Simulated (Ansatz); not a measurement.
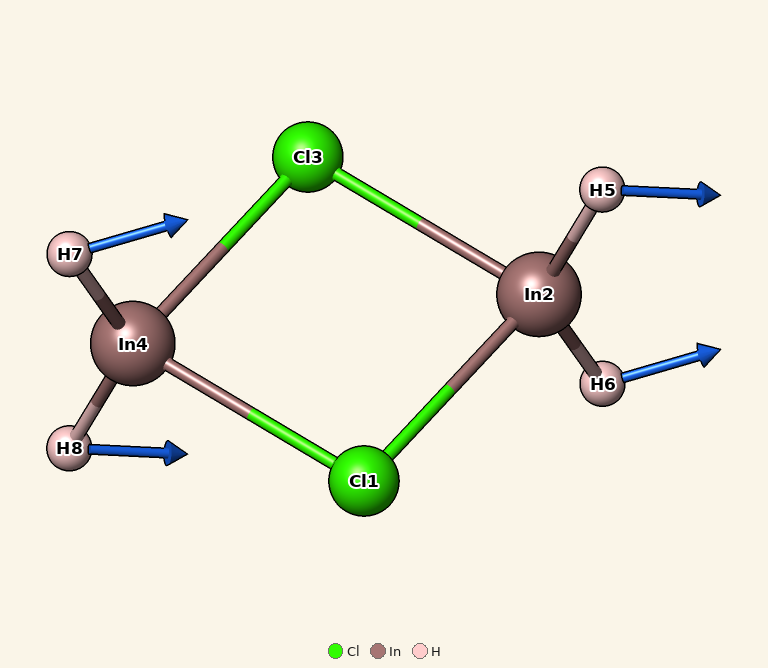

The arrows show one normal mode. Harmonic vibrations computed with RKS PBE0-D4/def2-TZVP, core potentials on In (Ansatz 0.2.0) at a stationary point of the same level.

**Describe the motion.**

Mostly angle bending.

**At what wavenumber does it lie?**

565 cm⁻¹; it is mode 11 of 18 counted from the lowest.
